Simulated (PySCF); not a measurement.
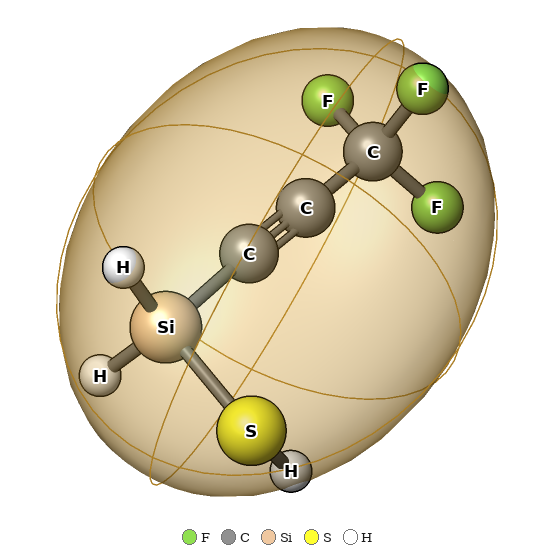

The ellipsoid shows the static dipole polarisability: its half-axes are proportional to the principal values. The geometry was computed by an optimisation with GFN2-xTB. No frequency run is at hand to confirm it as a minimum. Level of theory: CAM-B3LYP/def2-SVPD (PySCF 2.14.0).

> Give the principal values, the mean and the anisotropy.

Principal values 66.7, 77.5, 111.0 bohr³; mean 85.1 bohr³ (12.61 Å³); anisotropy 40.0 bohr³, so the longest axis is 1.66 times the shortest.

The geometry is semi-empirical. Around Si such bond lengths and angles can be off by a tenth of an ångström or more and by several degrees, and values that hang on the shape move with them.
